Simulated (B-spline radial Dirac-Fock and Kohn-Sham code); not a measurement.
Mo²⁺, configuration [Kr] 4d4. Level of theory: independent-particle Coulomb rates on relativistic LDA orbitals, configuration-average energies from Dirac–Fock; calculated with a B-spline radial atomic code.

Predict the main features of the following plot. Auger groups that fill a K (1s) hole, broadened by 80 eV full width and differentiated. Kinetic energies count from the vacuum level; very weak lines are left out.

The strongest group is K-L2L3 at 14.71 keV (29 % of the non-radiative width), followed by K-L3L3 at 14.81 keV (15 %), K-L1L3 at 14.48 keV (12 %), K-L1L2 at 14.38 keV (7.6 %). The lines shown span 14.12 keV to 19.13 keV.

The result:

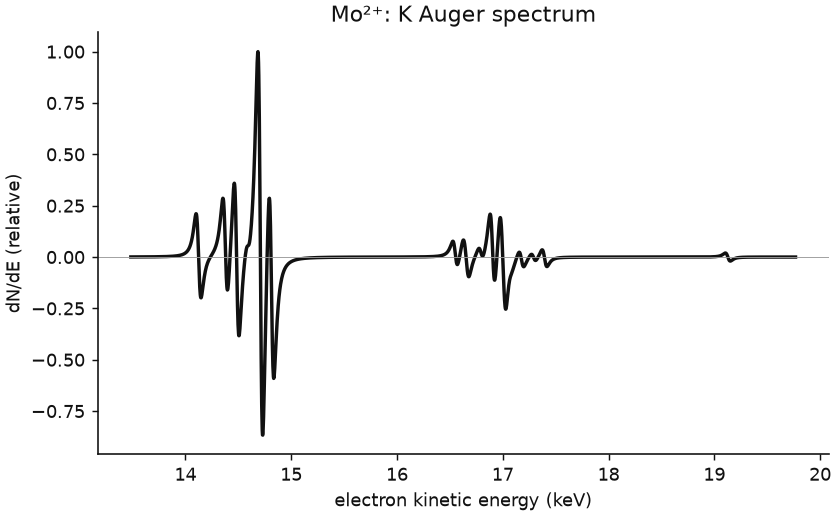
